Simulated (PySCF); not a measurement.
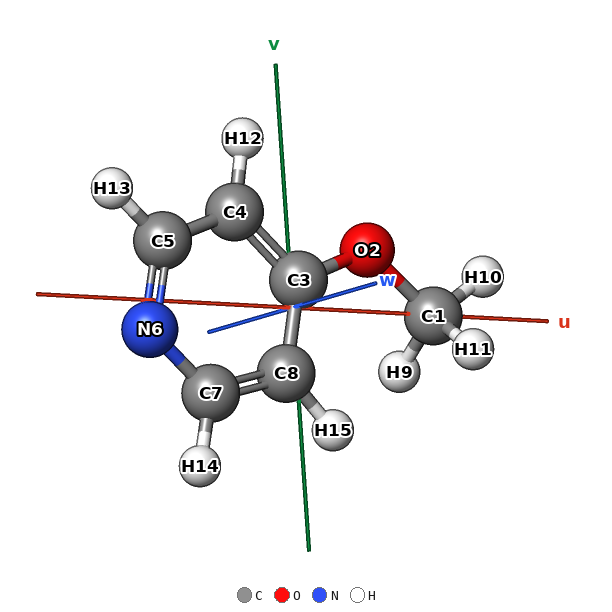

The lines u, v and w are the principal axes of the static dipole polarisability. The geometry was computed by an optimisation with PBE0-D3(BJ)/def2-SVP. No frequency run is at hand to confirm it as a minimum. Method: CAM-B3LYP/def2-SVPD in chloroform (IEF-PCM) (PySCF 2.14.0).

### Along which axis is the molecule most polarisable, and along which least?

Most along u (close to the long direction C1···N6), least along w.

### Give the three principal values.

u 128.4, v 109.8, w 62.7 bohr³; mean 100.3, anisotropy 58.6 bohr³.
